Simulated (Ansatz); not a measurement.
Response to strain in GaSb

The parent structure is GaSb in the zinc blende structure (space group F-43m, No. 216).

```xyz
2
Lattice="0.0000 3.0557 3.0557 3.0557 0.0000 3.0557 3.0557 3.0557 0.0000" Properties=species:S:1:pos:R:3 pbc="T T T"
Ga     0.0000     0.0000     0.0000
Sb     1.5279     1.5279     1.5279
```

Strains are applied to the cell and any free atomic positions relax.

Calculations: PBEsol/PAW in Ansatz (an electronic-structure program), no spin-orbit coupling.

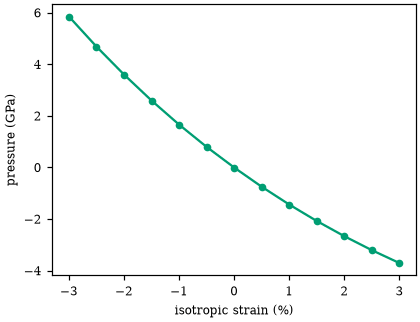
Figure: Pressure against isotropic strain

```csv
isotropic strain (%),pressure
-3,5.9 GPa
-2.5,4.7 GPa
-2,3.6 GPa
-1.5,2.6 GPa
-1,1.7 GPa
-0.5,0.8 GPa
0.5,-0.7 GPa
1,-1.4 GPa
1.5,-2.1 GPa
2,-2.7 GPa
2.5,-3.2 GPa
3,-3.7 GPa
```

No phonon test of stability was made. All final runs are without spin polarisation.
